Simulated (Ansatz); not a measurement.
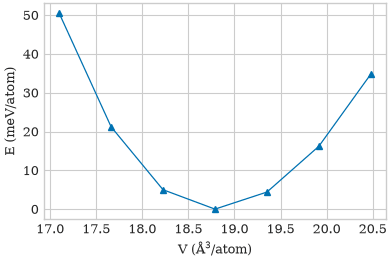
Figure: As (fcc (Cu type), Fm-3m) under volume change, the program Ansatz at the r²SCAN+D4 level (PAW), scaled uniformly.

Problem. What does a third-order Birch–Murnaghan fit give for V₀, B₀ and B′?

Solution. V₀ = 18.80 Å³/atom, B₀ = 87.7 GPa, B′ = 4.6.

The cell is a constructed one: a structure type filled with these elements; neither database checked (COD, Materials Project) lists it. It is not the phase usual at ambient conditions (space group No. 166). The cell was relaxed with r²SCAN+D4 under the symmetry of its start. At this level the phase is mechanically unstable.

Potentials: the later of the program's two PAW sets.
